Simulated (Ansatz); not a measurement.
# AlAs2: one candidate structure, part 2 of 2

Where does AlAs2 go from the start given, VAu2 type (Cmcm, No. 63)?

Ansatz 0.2.0; DFT PBE, scalar-relativistic, plane waves, PAW.

### Step 4. Full relaxation (candidate A)

input.yaml

```yaml
crystal:
  lattice:
    - [-1.7373522978, 1.7373522978, 5.2990530747]
    - [1.7373522978, -1.7373522978, 5.2990530747]
    - [1.7373522978, 1.7373522978, -5.2990530747]
  atoms:
    - { symbol: Al, position: [0.0, 0.0, 0.0] }
    - { symbol: As, position: [0.3837863472, 0.3837863472, 0.0] }
    - { symbol: As, position: [0.6162136528, 0.6162136528, 0.0] }
basis:
  ecutwfc: 420
kpoints:
  mp_grid: { grid: [18, 18, 18] }
hamiltonian:
  xc: pbe
scf:
  occupations: { method: gaussian, width: 0.1 }
output:
  forces: true
  stress: true
  eigenvalues: true
relax:
  adjacent_minimum: "off"
  f_tol: 0.01
  max_steps: 80
  cell: { stress_tol: 0.05 }
```

Run with:

```
$ ansatz run input.yaml --threads 1 --pin off --max-ram 2560MiB --backend cpu --events-out ev --progress --plain --runs-dir out
```

Output:

```text
Warning: RAYON_NUM_THREADS=1 ignored (pool sized by the plan → 1); use --threads N
basis.fft_grid_basis auto: the FFT boxes are laid along the combinations [[1, 0, 1], [0, 1, 1], [0, 0, 1]] of the cell's own vectors, 3.475, 3.475 and 5.841 Å long. The dense box has 24×24×40 points. Along the cell's own vectors, as sized, it would have 40×40×40, 2.78 times as many. Of the 16 symmetry operations that the crystal satisfies within crystal.symmetry.tolerance (time reversal apart; of a slab, those that keep its plane) the dense box along the cell's own vectors carries 16, and the one as laid loses 12 of those. basis.fft_grid_basis: typed keeps the cell's own vectors: state it where this run's energies or levels are differenced outside the engine with another run's, or held beside a run that keeps those vectors.
Engine: ansatz 0.2.0, x86_64-unknown-linux-gnu
Pseudopotentials: kind: paw
Pseudopotential: Al, paw, valence charge 3, recommended cutoff 420 eV (normal), Al.paw.azcp
Pseudopotential: As, paw, valence charge 15, recommended cutoff 420 eV (normal), As.paw.azcp
Functional definition: PBE
  parameter kappa = 0.804
  parameter beta = 0.06672455060314922
  exchange = pbe_x(kappa = kappa, mu = beta*pi^2/3)
  correlation = pbe_c(beta = beta)
Crystal: 3 atoms, lattice volume = 63.978 Å³
Basis set: ecut = 420 eV, 1249 PW (Γ), FFT grids on a1+a3, a2+a3, a3, exchange–correlation on 48×48×80 points (8 copies of the dense FFT grid, shifted against one another)
Bands: 21, of which v1, the nominal top of the filled ones, is band 17 counted from 1 (16 counted from 0)
Symmetry: 16 space group operations
Space group: I4/mmm (ITA 139), of the structure as read, at distance tolerance 4.0e-5 Å
k-points: 480 of 5832
Non-local potential: Al, projectors of the file, l = 0: 2, l = 1: 2, l = 2: 1
Non-local potential: As, projectors of the file, l = 0: 2, l = 1: 2, l = 2: 3, l = 3: 1
PAW form: soft (Blöchl's): semilocal exchange-correlation on the pseudo side does not see the compensation charge
PAW one-centre angular grid: Al, 110 points (default); XC on 64 Gauss nodes
PAW one-centre angular grid: As, 590 points (default); XC on 64 Gauss nodes
Initial density: superposition of atomic densities (neutral atoms: chi_scale 0, normalization atom), corrected by the library's trained network
Initial wavefunctions: pseudopotential atomic-orbital guess
Functional: x = pbe(κ = 0.804, μ = 0.2195149727645171), c = pbe(β = 0.06672455060314922)
SCF iter   1: F=—  HF=-10249.608830 eV  |F-HF|=—  |Δ(HF+E_count)|=         —  Δρ=2.39e-3  dr2=3.23e-3  ethr=1.77e-3  ⟨swp⟩=5.5  Hψ=46525  notcnv=0
preconditioner: auto → Kerker (q_TF=auto, 2.443 Å⁻¹)  [metal: Δε(μ)=0.008 eV  Ē_g=8.847 eV  σ=0.100 eV  W_gap=0.04  n_scr=12 (ndim 8)  ℏωp=16.7 eV  f_vac=0.000  D(μ)=0.97/eV (n_scr^D=2)]
SCF iter   2: F=—  HF=-10249.608448 eV  |F-HF|=—  |Δ(HF+E_count)|=   3.82e-4  Δρ=1.45e-3  dr2=1.29e-3  ethr=9.80e-6  ⟨swp⟩=1.0  Hψ=13925  notcnv=0
SCF iter   3: F=—  HF=-10249.608347 eV  |F-HF|=—  |Δ(HF+E_count)|=   1.00e-4  Δρ=1.86e-4  dr2=4.92e-5  ethr=3.90e-6  ⟨swp⟩=2.0  Hψ=12919  notcnv=0
SCF iter   4: F=—  HF=-10249.608344 eV  |F-HF|=—  |Δ(HF+E_count)|=   3.01e-6  Δρ=9.62e-5  dr2=1.49e-5  ethr=1.49e-7  ⟨swp⟩=2.0  Hψ=17323  notcnv=0
SCF iter   5: F=—  HF=-10249.608340 eV  |F-HF|=—  |Δ(HF+E_count)|=   4.08e-6  Δρ=4.91e-5  dr2=4.05e-6  ethr=4.52e-8  ⟨swp⟩=2.0  Hψ=17577  notcnv=0
SCF iter   6: F=—  HF=-10249.608340 eV  |F-HF|=—  |Δ(HF+E_count)|=   2.00e-7  Δρ=1.45e-5  dr2=4.34e-7  ethr=1.23e-8  ⟨swp⟩=2.0  Hψ=11754  notcnv=0
SCF iter   7: F=-10249.608340 eV  HF=-10249.608341 eV  |F-HF|=5.40e-9  |Δ(HF+E_count)|=   3.10e-9  Δρ=3.76e-6  dr2=1.46e-8  ethr=3.03e-10  ⟨swp⟩=6.1  Hψ=39500  notcnv=0
SCF 1 converged in 7 iterations: F = -10249.608340 eV  dr2 = 1.46e-8
relax step   1: F+E_penalty+E_count = -10249.60834049 eV  Δ(F+E_penalty+E_count) = +0.000e0 eV  max|allowed force component| = 1.560e-1 eV/Å  Δτ_max = 0.0000 Å  P = -0.292 GPa  Ω = 63.978 Å³  (7 SCF iters, dr2 threshold 1.00e-7 eV, accepted)
Crystal: 3 atoms, lattice volume = 63.290 Å³
Basis set: ecut = 420 eV, 1225 PW (Γ), FFT grids on a1+a3, a2+a3, a3, exchange–correlation on 48×48×80 points (8 copies of the dense FFT grid, shifted against one another)
Initial density: handed on by an earlier stage of this run
Initial wavefunctions: those handed on with the density
iter 1 solved again at ethr=1.41e-5 eV; its pass at ethr=3.10e-3 eV (dr2=4.65e-3 eV) is discarded
SCF iter   1: F=—  HF=-10249.613792 eV  |F-HF|=—  |Δ(HF+E_count)|=         —  Δρ=1.43e-3  dr2=4.38e-3  ethr=1.41e-5  ⟨swp⟩=1.5  Hψ=55018  notcnv=0
preconditioner: auto → Kerker (q_TF=auto, 2.448 Å⁻¹)  [metal: Δε(μ)=0.016 eV  Ē_g=8.895 eV  σ=0.100 eV  W_gap=0.09  n_scr=12 (ndim 8)  ℏωp=16.8 eV  f_vac=0.000  D(μ)=0.96/eV (n_scr^D=2)]
SCF iter   2: F=—  HF=-10249.613074 eV  |F-HF|=—  |Δ(HF+E_count)|=   7.18e-4  Δρ=9.38e-4  dr2=2.11e-3  ethr=1.33e-5  ⟨swp⟩=1.0  Hψ=10080  notcnv=0
SCF iter   3: F=—  HF=-10249.612454 eV  |F-HF|=—  |Δ(HF+E_count)|=   6.20e-4  Δρ=2.54e-4  dr2=1.14e-4  ethr=6.38e-6  ⟨swp⟩=2.0  Hψ=11887  notcnv=0
SCF iter   4: F=—  HF=-10249.612425 eV  |F-HF|=—  |Δ(HF+E_count)|=   2.91e-5  Δρ=1.55e-4  dr2=3.34e-5  ethr=3.46e-7  ⟨swp⟩=2.0  Hψ=17975  notcnv=0
SCF iter   5: F=—  HF=-10249.612419 eV  |F-HF|=—  |Δ(HF+E_count)|=   5.58e-6  Δρ=6.68e-5  dr2=2.87e-6  ethr=1.01e-7  ⟨swp⟩=2.0  Hψ=17998  notcnv=0
SCF iter   6: F=-10249.612421 eV  HF=-10249.612421 eV  |F-HF|=9.07e-8  |Δ(HF+E_count)|=   1.82e-6  Δρ=1.21e-5  dr2=1.26e-7  ethr=9.09e-10  ⟨swp⟩=3.1  Hψ=45588  notcnv=0
SCF 2 converged in 6 iterations: F = -10249.612421 eV  dr2 = 1.26e-7
relax step   2: F+E_penalty+E_count = -10249.61242065 eV  Δ(F+E_penalty+E_count) = -4.080e-3 eV  max|allowed force component| = 6.584e-2 eV/Å  Δτ_max = 0.0001 Å  P = +0.423 GPa  Ω = 63.290 Å³  energy of the carried Pulay correction = +1.284e-4 eV  (6 SCF iters, dr2 threshold 3.00e-7 eV, accepted)
Crystal: 3 atoms, lattice volume = 63.903 Å³
iter 1 solved again at ethr=1.46e-6 eV; its pass at ethr=3.10e-3 eV (dr2=4.81e-4 eV) is discarded
SCF iter   1: F=—  HF=-10249.614237 eV  |F-HF|=—  |Δ(HF+E_count)|=         —  Δρ=5.52e-4  dr2=4.77e-4  ethr=1.46e-6  ⟨swp⟩=2.0  Hψ=54587  notcnv=0
preconditioner: auto → Kerker (q_TF=auto, 2.444 Å⁻¹)  [metal: Δε(μ)=0.010 eV  Ē_g=8.867 eV  σ=0.100 eV  W_gap=0.06  n_scr=12 (ndim 8)  ℏωp=16.7 eV  f_vac=0.000  D(μ)=0.95/eV (n_scr^D=2)]
SCF iter   2: F=—  HF=-10249.614159 eV  |F-HF|=—  |Δ(HF+E_count)|=   7.83e-5  Δρ=3.45e-4  dr2=2.27e-4  ethr=1.45e-6  ⟨swp⟩=1.0  Hψ=10080  notcnv=0
SCF iter   3: F=—  HF=-10249.614092 eV  |F-HF|=—  |Δ(HF+E_count)|=   6.63e-5  Δρ=8.59e-5  dr2=1.25e-5  ethr=6.88e-7  ⟨swp⟩=2.0  Hψ=11902  notcnv=0
SCF iter   4: F=—  HF=-10249.614091 eV  |F-HF|=—  |Δ(HF+E_count)|=   1.11e-6  Δρ=2.60e-5  dr2=6.88e-7  ethr=3.79e-8  ⟨swp⟩=2.0  Hψ=11952  notcnv=0
SCF iter   5: F=-10249.614092 eV  HF=-10249.614092 eV  |F-HF|=4.70e-8  |Δ(HF+E_count)|=   2.82e-7  Δρ=5.88e-6  dr2=2.91e-8  ethr=9.09e-10  ⟨swp⟩=5.0  Hψ=43147  notcnv=0
SCF 3 converged in 5 iterations: F = -10249.614092 eV  dr2 = 2.91e-8
relax step   3: F+E_penalty+E_count = -10249.61409159 eV  Δ(F+E_penalty+E_count) = -1.671e-3 eV  max|allowed force component| = 7.004e-3 eV/Å  Δτ_max = 0.0058 Å  P = +0.036 GPa  Ω = 63.903 Å³  energy of the carried Pulay correction = +1.400e-5 eV  (5 SCF iters, dr2 threshold 3.00e-7 eV, accepted)
Crystal: 3 atoms, lattice volume = 64.094 Å³
iter 1 solved again at ethr=1.20e-8 eV; its pass at ethr=3.10e-3 eV (dr2=3.96e-6 eV) is discarded
SCF iter   1: F=—  HF=-10249.614134 eV  |F-HF|=—  |Δ(HF+E_count)|=         —  Δρ=1.84e-4  dr2=5.11e-6  ethr=1.20e-8  ⟨swp⟩=3.0  Hψ=62719  notcnv=0
preconditioner: auto → Kerker (q_TF=auto, 2.443 Å⁻¹)  [metal: Δε(μ)=0.005 eV  Ē_g=8.863 eV  σ=0.100 eV  W_gap=0.03  n_scr=12 (ndim 8)  ℏωp=16.7 eV  f_vac=0.000  D(μ)=0.96/eV (n_scr^D=2)]
SCF iter   2: F=—  HF=-10249.614134 eV  |F-HF|=—  |Δ(HF+E_count)|=   7.15e-8  Δρ=1.02e-4  dr2=1.89e-6  ethr=1.20e-8  ⟨swp⟩=1.2  Hψ=10170  notcnv=0
SCF iter   3: F=—  HF=-10249.614135 eV  |F-HF|=—  |Δ(HF+E_count)|=   7.90e-7  Δρ=1.05e-5  dr2=7.04e-8  ethr=5.74e-9  ⟨swp⟩=2.1  Hψ=13133  notcnv=0
SCF iter   4: F=—  HF=-10249.614135 eV  |F-HF|=—  |Δ(HF+E_count)|=   1.42e-8  Δρ=6.04e-6  dr2=1.69e-8  ethr=2.13e-10  ⟨swp⟩=2.0  Hψ=17943  notcnv=0
SCF iter   5: F=-10249.614135 eV  HF=-10249.614135 eV  |F-HF|=1.40e-10  |Δ(HF+E_count)|=   3.67e-9  Δρ=1.32e-6  dr2=1.13e-9  ethr=2.30e-11  ⟨swp⟩=4.0  Hψ=30997  notcnv=0
SCF 4 converged in 5 iterations: F = -10249.614135 eV  dr2 = 1.13e-9
relax step   4: F+E_penalty+E_count = -10249.61413515 eV  Δ(F+E_penalty+E_count) = -4.355e-5 eV  max|allowed force component| = 3.499e-3 eV/Å  Δτ_max = 0.0035 Å  P = -0.001 GPa  Ω = 64.094 Å³  energy of the carried Pulay correction = -2.150e-5 eV  (5 SCF iters, dr2 threshold 7.60e-9 eV, accepted)
Crystal: 3 atoms, lattice volume = 64.252 Å³
Basis set: ecut = 420 eV, 1227 PW (Γ), FFT grids on a1+a3, a2+a3, a3, exchange–correlation on 48×48×80 points (8 copies of the dense FFT grid, shifted against one another)
iter 1 solved again at ethr=1.86e-8 eV; its pass at ethr=3.10e-3 eV (dr2=6.14e-6 eV) is discarded
SCF iter   1: F=—  HF=-10249.614133 eV  |F-HF|=—  |Δ(HF+E_count)|=         —  Δρ=1.77e-4  dr2=6.69e-6  ethr=1.86e-8  ⟨swp⟩=3.0  Hψ=62530  notcnv=0
preconditioner: auto → Kerker (q_TF=auto, 2.442 Å⁻¹)  [metal: Δε(μ)=0.007 eV  Ē_g=8.860 eV  σ=0.100 eV  W_gap=0.04  n_scr=12 (ndim 8)  ℏωp=16.7 eV  f_vac=0.000  D(μ)=0.96/eV (n_scr^D=2)]
SCF iter   2: F=—  HF=-10249.614133 eV  |F-HF|=—  |Δ(HF+E_count)|=   3.58e-8  Δρ=9.89e-5  dr2=2.98e-6  ethr=1.86e-8  ⟨swp⟩=1.0  Hψ=10080  notcnv=0
SCF iter   3: F=—  HF=-10249.614134 eV  |F-HF|=—  |Δ(HF+E_count)|=   3.46e-7  Δρ=1.17e-5  dr2=1.52e-7  ethr=9.03e-9  ⟨swp⟩=2.0  Hψ=11638  notcnv=0
SCF iter   4: F=—  HF=-10249.614134 eV  |F-HF|=—  |Δ(HF+E_count)|=   3.32e-8  Δρ=5.28e-6  dr2=3.55e-8  ethr=4.61e-10  ⟨swp⟩=2.0  Hψ=17883  notcnv=0
SCF iter   5: F=—  HF=-10249.614134 eV  |F-HF|=—  |Δ(HF+E_count)|=   1.29e-8  Δρ=2.11e-6  dr2=6.38e-9  ethr=1.08e-10  ⟨swp⟩=2.0  Hψ=17994  notcnv=0
SCF iter   6: F=—  HF=-10249.614134 eV  |F-HF|=—  |Δ(HF+E_count)|=  9.57e-10  Δρ=6.99e-7  dr2=4.33e-10  ethr=1.93e-11  ⟨swp⟩=2.0  Hψ=12649  notcnv=0
SCF iter   7: F=-10249.614134 eV  HF=-10249.614134 eV  |F-HF|=7.28e-12  |Δ(HF+E_count)|=  3.71e-10  Δρ=1.82e-7  dr2=2.28e-11  ethr=1.00e-12  ⟨swp⟩=4.0  Hψ=48293  notcnv=0
SCF 5 converged in 7 iterations: F = -10249.614134 eV  dr2 = 2.28e-11
relax step   5: F+E_penalty+E_count = -10249.61413356 eV  Δ(F+E_penalty+E_count) = +1.582e-6 eV  max|allowed force component| = 1.074e-3 eV/Å  Δτ_max = 0.0033 Å  P = -0.007 GPa  Ω = 64.252 Å³  energy of the carried Pulay correction = -5.065e-5 eV  (7 SCF iters, accepted)
Initial wavefunctions: pseudopotential atomic-orbital guess (no wavefunctions were taken with the density)
iter 1 solved again at ethr=1.71e-8 eV; its pass at ethr=3.10e-3 eV (dr2=5.65e-6 eV) is discarded
SCF iter   1: F=—  HF=-10249.614197 eV  |F-HF|=—  |Δ(HF+E_count)|=         —  Δρ=1.49e-5  dr2=8.94e-9  ethr=1.71e-8  ⟨swp⟩=3.1  Hψ=70588  notcnv=0
SCF iter   2: F=—  HF=-10249.614197 eV  |F-HF|=—  |Δ(HF+E_count)|=   2.61e-7  Δρ=7.73e-6  dr2=2.87e-9  ethr=2.71e-11  ⟨swp⟩=2.3  Hψ=18213  notcnv=0
SCF iter   3: F=—  HF=-10249.614198 eV  |F-HF|=—  |Δ(HF+E_count)|=   3.28e-7  Δρ=1.64e-6  dr2=1.84e-10  ethr=8.70e-12  ⟨swp⟩=2.0  Hψ=13212  notcnv=0
SCF iter   4: F=-10249.614198 eV  HF=-10249.614198 eV  |F-HF|=1.46e-11  |Δ(HF+E_count)|=   1.33e-8  Δρ=1.53e-7  dr2=1.32e-11  ethr=1.00e-12  ⟨swp⟩=6.5  Hψ=47689  notcnv=0
SCF 6 converged in 4 iterations: F = -10249.614198 eV  dr2 = 1.32e-11
relax step   6: F+E_penalty+E_count = -10249.61419782 eV  Δ(F+E_penalty+E_count) = -6.426e-5 eV  max|allowed force component| = 1.130e-3 eV/Å  Δτ_max = 0.0000 Å  P = -0.006 GPa  Ω = 64.252 Å³  stress off target by 9.78e-3 GPa  SCF on the basis re-selected at this cell (its energy is not comparable with the rows above)  (4 SCF iters)
basis re-selected at this cell: Δ(F+E_penalty+E_count) = -6.426e-5 eV, ΔP = +0.001 GPa vs the last step (what re-selecting the basis moved, of the pressure what is left beyond the Pulay correction that the steps carried, after the strain that the cell walked since its last selection, with what the two solves' SCF thresholds leave and, on support functions, any second-order correction that the steps lacked; it is no measure of the basis error at this ecutwfc). This SCF's stress stands 9.78e-3 GPa from its target on what of the cell is left free (relax.cell.stress_tol is 5.00e-2 GPa) and its largest allowed force component is 1.13e-3 eV/Å (relax.f_tol is 1.00e-2 eV/Å): within both
SCF converged after 4 iterations
Free energy (F): -10249.614198 eV
Harris-Foulkes:  -10249.614198 eV  (|F-HF|=1.46e-11)
Internal energy: -10249.609409 eV  (E = F + TS)
E sigma→0 (E₀):  -10249.611803 eV
Entropy (-TS):   -0.004789 eV (-1.596 meV/atom)
Fermi energy:    8.613742 eV
--- Per-component energies (eV) ---
  E_band       = -502.556394
  E_kinetic    = 227.291523
  E_local      = -3861.574800  (includes V_loc(G=0)·N_el)
  E_nonlocal   = -1331.674753
  E_hartree    = 2093.821062
  E_xc         = -197.923649
  E_vxc        = -187.034371  (∫ρ·V_xc dr)
  E_paw        = -4136.121875  (= ΣΔE_a)
  E_vpaw       = 462.794092  (= ΣTr[D̂ρ^β])
  E_aug_tail   = 0.000014  (compensation charges beyond the density's cutoff)
  E_ewald      = -3043.426931
  E_smearing   = -0.004789  (= −TS)
  E_closure    = 0.000000  (closes the sum)
  Σ components = -10249.614198   (vs F -10249.614198, Δ=0.00e0)
--- Forces (eV/Å), atoms counted from 1 ---
  atom   1  Al     0.00000000     0.00000000     0.00000000
  atom   2  As    -0.00000000    -0.00000000     0.00112981
  atom   3  As    -0.00000000    -0.00000000    -0.00112981
  max |Σ_I F_I| component: 1.30e-18 eV/Å
--- Stress (GPa, compression-positive) ---
       -0.009785       0.000000       0.000000
        0.000000      -0.009785       0.000000
        0.000000      -0.000000       0.001211
  P = ⅓ Tr σ = -0.0061 GPa (-0.061 kbar)
--- Band table (eV; the first three rows and the last of 480) ---
  k-point 0: bands = ["-27.1818", "-27.1205", "-27.1205", "-27.0840", "-27.0840", "-27.0724", "-27.0583", "-27.0560", "-27.0541", "-27.0514", "-5.3362", "-1.2933", "3.3416", "7.2614", "7.2614", "8.6173", "9.7398", "9.7398", "10.8381", "12.0472", "14.9923"]
  k-point 1: bands = ["-27.1816", "-27.1207", "-27.1206", "-27.0840", "-27.0840", "-27.0723", "-27.0579", "-27.0561", "-27.0538", "-27.0516", "-5.2777", "-1.2475", "3.4051", "6.5480", "6.9868", "9.1594", "9.4565", "9.5162", "11.4249", "12.4530", "15.0907"]
  k-point 2: bands = ["-27.1813", "-27.1210", "-27.1208", "-27.0842", "-27.0840", "-27.0719", "-27.0569", "-27.0565", "-27.0528", "-27.0519", "-5.1048", "-1.1135", "3.5937", "5.5462", "6.3576", "8.3285", "8.9719", "10.8175", "12.2025", "13.4640", "15.4147"]
  k-point 479: bands = ["-27.1819", "-27.1217", "-27.1217", "-27.0828", "-27.0828", "-27.0723", "-27.0586", "-27.0557", "-27.0538", "-27.0518", "-5.0741", "-2.2759", "5.8151", "6.9997", "6.9997", "8.7331", "8.9174", "10.4790", "10.4790", "11.8147", "13.2130"]
--- Relaxed structure (5 steps of the walk, 5 accepted, 1 SCFs on fresh bases) ---
  F+E_penalty+E_count = -10249.61419782 eV   max|allowed force component| = 1.130e-3 eV/Å   (the final SCF, on the basis selected at the relaxed cell)
  cell:  # Å, volume = 64.2521 Å³
    - [-1.7261943577639443, 1.7261943577639443, 5.390735100173372]
    - [1.7261943577639443, -1.7261943577639443, 5.390735100173372]
    - [1.7261943577639443, 1.7261943577639443, -5.390735100173372]
  atoms:
    - { symbol: Al, position: [2.6427887895921716e-20, 2.642788789592173e-20, -1.5516716910550938e-35] }
    - { symbol: As, position: [0.3849640208536081, 0.3849640208536081, -2.507953019920243e-36] }
    - { symbol: As, position: [0.6150359791463917, 0.6150359791463917, 1.4415745689308585e-35] }
```

Wall time 3.1 min (1 thread of Intel Xeon Platinum 8259CL at 2.50GHz (Skylake/Cascade Lake), shared host); peak memory 0.82 GiB.

Step by step:

| step | E - E(step 1) (eV/cell) | largest force component (eV/Å) | pressure (GPa) | volume (Å³) |
| --- | --- | --- | --- | --- |
| 1 | 0.0000 | 0.1560 | -0.29 | 63.98 |
| 2 | -0.0041 | 0.0658 | 0.42 | 63.29 |
| 3 | -0.0058 | 0.0070 | 0.04 | 63.90 |
| 4 | -0.0058 | 0.0035 | 0.00 | 64.09 |
| 5 | -0.0058 | 0.0011 | -0.01 | 64.25 |
| 6 | -0.0059 | 0.0011 | -0.01 | 64.25 |

Step 1 is the start. Step 6 repeats the geometry before it on a plane-wave basis chosen anew for that cell, so its energy need not be comparable with the rows above.

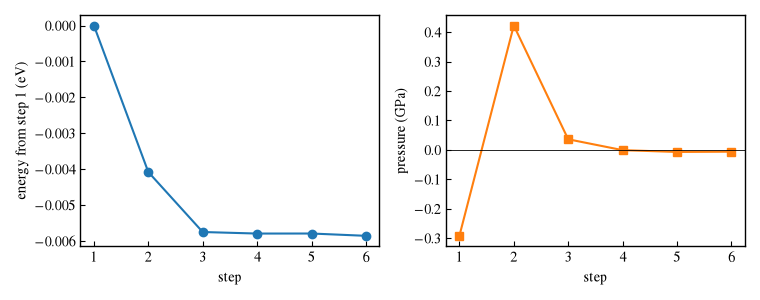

Energy and pressure along the relaxation.

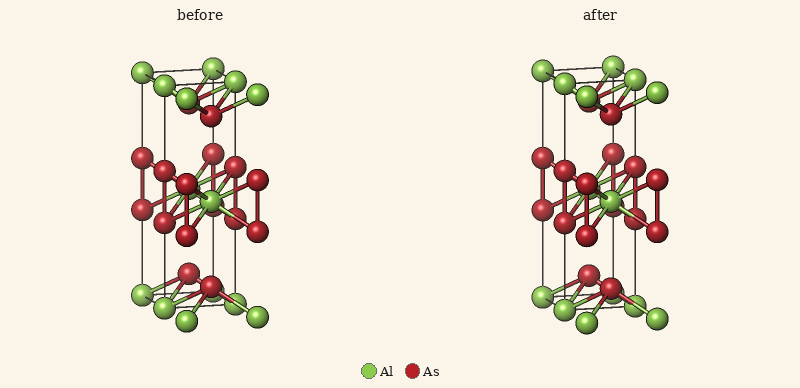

The structure before (left) and after (right) the relaxation, drawn at the same scale.

Lengths and angles in the start's conventional setting:

|  | before | after | change |
| --- | --- | --- | --- |
| a (Å) | 3.475 | 3.452 | -0.6 % |
| b (Å) | 3.475 | 3.452 | -0.6 % |
| c (Å) | 10.598 | 10.781 | +1.7 % |
| volume (Å³/atom) | 21.33 | 21.42 | +0.4 % |
| shortest distance (Å) | 2.463 | 2.481 | +0.7 % |
| space group (0.01 Å) | I4/mmm | I4/mmm | same |

The run keeps the 16 symmetry operations of the start, so it could not have lowered the symmetry.

### Step 5. Changed: ecutwfc 22.0 Ry, mixing.algorithm anderson, mixing.beta 0.5

input.yaml

```yaml
crystal:
  lattice:
    - [-1.7261943578, 1.7261943578, 5.3907351002]
    - [1.7261943578, -1.7261943578, 5.3907351002]
    - [1.7261943578, 1.7261943578, -5.3907351002]
  atoms:
    - { symbol: Al, position: [0.0, 0.0, 0.0] }
    - { symbol: As, position: [0.3849640209, 0.3849640209, 0.0] }
    - { symbol: As, position: [0.6150359791, 0.6150359791, 0.0] }
basis:
  ecutwfc: "22.0 Ry"
kpoints:
  mp_grid: { grid: [18, 18, 18] }
hamiltonian:
  xc: pbe
scf:
  occupations: { method: gaussian, width: 0.1 }
  mixing: { algorithm: anderson, beta: 0.5 }
output:
  forces: true
  eigenvalues: true
  stress: true
```

Run with:

```
$ ansatz run input.yaml --threads 1 --pin off --max-ram 2560MiB --backend cpu --events-out ev --progress --plain --runs-dir out
```

Output, cut to the lines that bear on the results:

```text
Warning: basis.ecutwfc = 299.325248705868 eV is below the records' recommended 420 eV, and the density's cutoff is lower with it unless basis.ecutrho_ratio is high enough to keep the records' density cutoff: compare with a run at a higher cutoff
Warning: RAYON_NUM_THREADS=1 ignored (pool sized by the plan → 1); use --threads N
[...]
[... 4 set-up lines as earlier in the session ...]
[...]
Crystal: 3 atoms, lattice volume = 64.252 Å³
Basis set: ecut = 299.325248705868 eV, 747 PW (Γ), FFT grids on a1+a3, a2+a3, a3, exchange–correlation on 40×40×72 points (8 copies of the dense FFT grid, shifted against one another)
Bands: 21, of which v1, the nominal top of the filled ones, is band 17 counted from 1 (16 counted from 0)
[... 2 set-up lines as earlier in the session ...]
[...]
SCF iter   8: F=-10249.456612 eV  HF=-10249.456612 eV  |F-HF|=3.45e-9  |Δ(HF+E_count)|=   7.05e-8  Δρ=2.48e-6  dr2=3.48e-9  ethr=1.23e-10  ⟨swp⟩=5.0  Hψ=39248  notcnv=0
[...]
SCF converged after 8 iterations
Stability not checked: this state was not tested for a lower state beside it, because the mixer in use, unlike msr1, does not test its closes by its own steps (another_mixer; see scf.mixing.algorithm and scf.lower_state_search)
Free energy (F): -10249.456612 eV
[...]
E sigma→0 (E₀):  -10249.454224 eV
Entropy (-TS):   -0.004777 eV (-1.592 meV/atom)
Fermi energy:    8.615001 eV
[...]
--- Forces (eV/Å), atoms counted from 1 ---
  atom   1  Al     0.00000000    -0.00000000    -0.00000000
  atom   2  As    -0.00000000    -0.00000000    -0.01415206
  atom   3  As     0.00000000     0.00000000     0.01415206
[...]
--- Stress (GPa, compression-positive) ---
        0.206214       0.000000       0.000000
        0.000000       0.206214      -0.000000
        0.000000      -0.000000       0.059983
  P = ⅓ Tr σ = 0.1575 GPa (1.575 kbar)
--- Band table (eV; the first three rows and the last of 480) ---
[... band rows left out ...]
[...]
```

Run time: 22 s. Hardware: 1 thread of Intel Xeon Platinum 8259CL at 2.50GHz (Skylake/Cascade Lake), shared host; peak memory 0.62 GiB.

```
    run     ending   energy change  pressure (GPa)  gap (eV)  force (eV/Å)  cycles     time
 step 4  converged               0             0.0      0.00          0.00       -  3.1 min
variant  converged  +52.5 meV/atom             0.2      0.00          0.01       8     22 s
```

Changing the cutoff and mixing moves the energy by +52.5 meV/atom. The lower cutoff gives the higher energy: the smaller basis describes the state less well. The log warns that the cutoff is under what these potentials recommend, so the shift is basis error. The variant is not converged in its settings.

### Step 6. What came out

What follows sums up all 2 parts. Changes of volume or cell count from the first structure of part 1.

Formation energies count from the elements, computed with the same settings in runs not shown here.

Rows marked E are candidates relaxed earlier by the same steps.

| candidate | start | space group at the end | atoms | volume (Å³/atom) | energy above the lowest (meV/atom) | gap on the mesh (eV) | formation energy (eV/atom) |
| --- | --- | --- | --- | --- | --- | --- | --- |
| E1 | Ti2Pd type (I4/mmm, No. 139) | I4/mmm | 3 | 21.43 | 0.0 | 0.00 | +0.055 |
| A | VAu2 type (Cmcm, No. 63) | I4/mmm | 3 | 21.42 | 0.0 | 0.00 | +0.055 |

In words: E1 and A end within 0.1 meV/atom of each other in the same space group, most likely the same structure. The ranking holds among these candidates alone. Candidate A ended in another space group than at the start: Cmcm to I4/mmm. The lowest formation energy here, +0.05 eV/atom, is positive, so the elements lie lower than the structures tried; another structure of the compound can lie lower.
